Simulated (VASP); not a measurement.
Band structure of W$_{2}$C (space group P-3m1). Level of theory: PBE GGA, VASP's PBE PAW potentials (set 64) (plane waves; VASP 6.6.1).

Unless said otherwise, spin-orbit coupling is left out, though it shifts the bands of the heavy elements here.

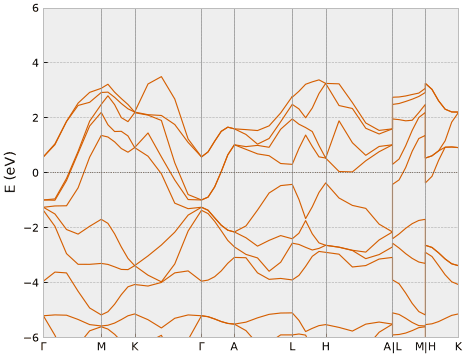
Bands along high-symmetry lines, zero at the valence-band maximum or, without a gap, the Fermi level

Task: Read the plot: is there a gap, and where are the band edges?

Result: It has no gap at this level: it comes out as a metal or semimetal.

The structure comes from a computed database's W2C entry; how it stands against other phases isn't given here. The cell was not relaxed at this level.
